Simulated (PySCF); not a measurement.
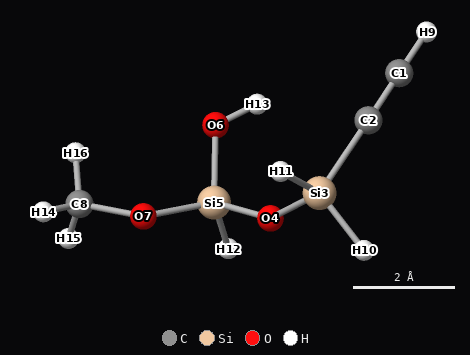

*The structure (ball-and-stick view, seen at a tilt; atoms are numbered from 1 in the order of the input).*

Excited-state calculation, with input and output: C₃H₈O₃Si₂

System: C₃H₈O₃Si₂.
Method: TDDFT B3LYP/def2-SVPD, vertical, gas phase, core orbitals frozen in the response (PySCF 2.14.0).

The geometry comes from this level: GFN2-xTB. It belongs to a series of runs on one base structure; here: terminal Si group replaced by H.

## Log
```
coarse grid: 14728 points
cycle   1  E = -923.0887244578  dE =  1.099e+00  |g| = 1.215e+00  |ddm| = 1.019e+01
cycle   2  E = -922.5758945792  dE =  5.128e-01  |g| = 2.018e+00  |ddm| = 4.259e+00
cycle   3  E = -923.3622205093  dE = -7.863e-01  |g| = 1.489e-01  |ddm| = 2.423e+00
cycle   4  E = -923.3657629336  dE = -3.542e-03  |g| = 9.183e-02  |ddm| = 4.078e-01
cycle   5  E = -923.3674603270  dE = -1.697e-03  |g| = 4.463e-02  |ddm| = 1.519e-01
cycle   6  E = -923.3679496642  dE = -4.893e-04  |g| = 8.568e-03  |ddm| = 6.069e-02
cycle   7  E = -923.3679649954  dE = -1.533e-05  |g| = 3.478e-03  |ddm| = 1.482e-02
cycle   8  E = -923.3679673922  dE = -2.397e-06  |g| = 5.032e-04  |ddm| = 4.442e-03
final grid: 134080 points
cycle   9  E = -923.5180814174  dE = -3.377e-05  |g| = 4.505e-03  |ddm| = 1.097e-01
cycle  10  E = -923.5180789347  dE =  2.483e-06  |g| = 5.848e-03  |ddm| = 1.554e-02
cycle  11  E = -923.5180861104  dE = -7.176e-06  |g| = 7.796e-04  |ddm| = 7.394e-03
cycle  12  E = -923.5180862399  dE = -1.296e-07  |g| = 2.119e-04  |ddm| = 1.518e-03
cycle  13  E = -923.5180862460  dE = -6.080e-09  |g| = 1.240e-04  |ddm| = 4.347e-04
cycle  14  E = -923.5180862492  dE = -3.221e-09  |g| = 4.719e-05  |ddm| = 1.873e-04
cycle  15  E = -923.5180862498  dE = -5.884e-10  |g| = 9.272e-06  |ddm| = 9.013e-05
```

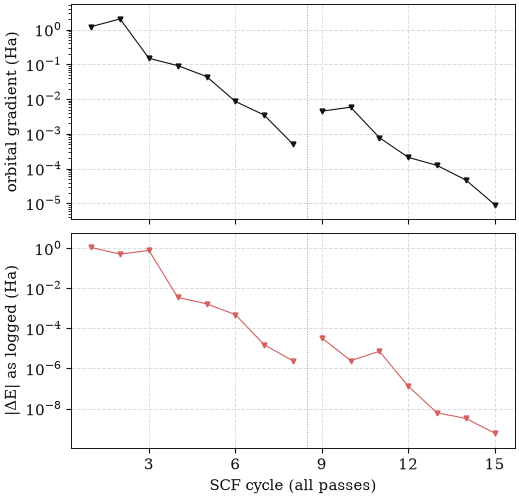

*Convergence of the self-consistent field: orbital gradient and size of the energy change against the SCF cycle. The dotted line marks the change from a coarse to the final integration grid.*

The first 8 cycles use a coarse grid, the final grid takes over at cycle 9, and the field converges after 15 cycles in all.

```
converged SCF energy = -923.5180862498

Static polarisability (au): isotropic 91.625, principal 77.559 88.102 109.215

Singlet excitations
state   eV       nm        f      main configurations
  1   5.9696    207.7   0.00061   H-1->L 0.80, H->L 0.12
  2   6.3150    196.3   0.00290   H-2->L 0.55, H-1->L+1 0.34
  3   6.5040    190.6   0.00034   H-2->L+1 0.93
  4   6.8576    180.8   0.00612   H->L 0.86, H-1->L 0.12
  5   7.1498    173.4   0.00778   H-4->L 0.48, H-3->L 0.43
  6   7.3513    168.7   0.01178   H-1->L+2 0.78, H->L+2 0.15
  7   7.4092    167.3   0.00446   H-3->L 0.32, H-4->L 0.29, H->L+2 0.19
  8   7.4260    167.0   0.01173   H->L+2 0.38, H->L+1 0.22, H-3->L 0.15

Triplet excitations (Tamm-Dancoff, eV): 5.0854 5.4558 5.5365
```

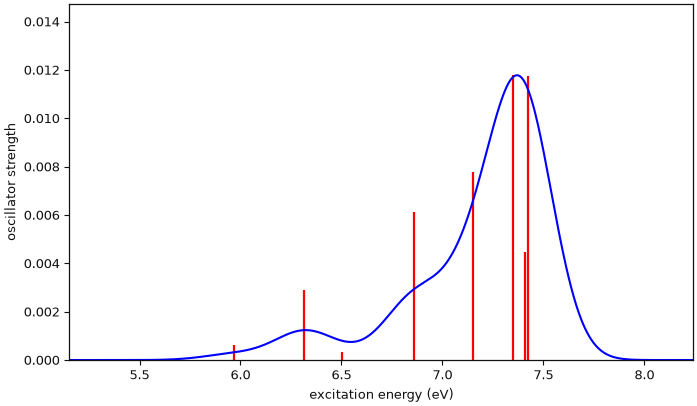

*Computed excitations as sticks (degenerate states added up, dark ones marked on the axis), with a Gaussian envelope of 0.35 eV full width at half maximum, scaled to the tallest.*

Of the 8 states the lowest lies at 5.97 eV (f = 0.001); the strongest line is at 7.35 eV, or 169 nm (f = 0.012).

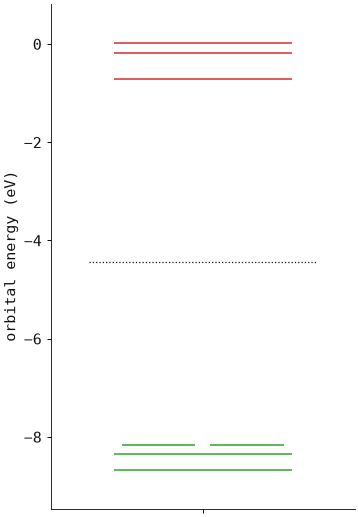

*Orbital energies near the frontier; the dotted line parts filled from empty levels, and levels within 0.02 eV of each other stand side by side.*

Highest filled −8.16 eV, lowest empty −0.70 eV, 7.46 eV apart.

This output came from the following input.

## Input
```
{"job": {"kind": "uv", "xc": "B3LYP", "basis": "def2-SVPD", "nstates": 8, "ntriplets": 3}, "charge": 0, "multiplicity": 1}
C      3.823379    -0.005140    -0.831735
C      2.940750    -0.636827    -0.313645
Si     1.548553    -1.590716     0.467648
O      0.175117    -1.198391    -0.294709
Si    -0.853238    -0.078976    -0.834436
O     -0.134799     1.350387    -1.127615
O     -1.930593     0.119666     0.345539
C     -2.953676     1.069088     0.404365
H      4.603561     0.541570    -1.280533
H      1.698431    -3.017860     0.190134
H      1.472811    -1.225703     1.882374
H     -1.416286    -0.643587    -2.051050
H      0.698836     1.380940    -1.587661
H     -3.394720     1.025062     1.400663
H     -3.720762     0.847769    -0.341466
H     -2.564963     2.071661     0.218819
```

The first line tells a small driver script what to run in PySCF; the rest is the geometry in Å.

Launch command:
```bash
OMP_NUM_THREADS=1 python <driver script> task.json out
```

## Summary

| quantity | value |
| --- | --- |
| outcome | converged |
| total energy | −923.518086 hartree |
| HOMO | −8.16 eV |
| LUMO | −0.70 eV |
| dipole moment | 1.33 D |
| mean polarisability | 91.63 a.u. |
| lowest singlet excitation | 5.97 eV |
| hardware | 1 CPU thread, shared host |
| wall time | 51 s |
| peak memory | 0.99 GiB |
